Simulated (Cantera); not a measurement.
Feed: 1 mol B, 3.4 mol H2, 0.24 mol N2, held at 10.0 mbar.

Method: chemical equilibrium by Gibbs-energy minimisation in Cantera with the NASA 1993 tables (ideal gas, pure condensed phases). Candidate condensed phases: B, BN; 15 gas species. N2 is the only nitrogen source here; it is nearly inert below about 1500 K, so the nitride shown seldom forms there in practice. Mutual solubility and eutectic melting of coexisting phases are not modelled. The tables' values for BH2 are old estimates; treat these amounts as uncertain. The numbers say what is thermodynamically allowed, not how fast it happens.

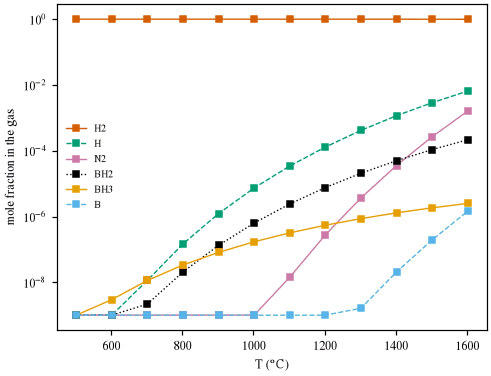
*Equilibrium gas composition (values under 1e-9 drawn at 1e-9)*

Q: Read off the mole fractions at 1002 °C.

A: H2 about 1.00, H about 7.4e-6, BH2 about 6.3e-7, BH3 about 1.7e-7.
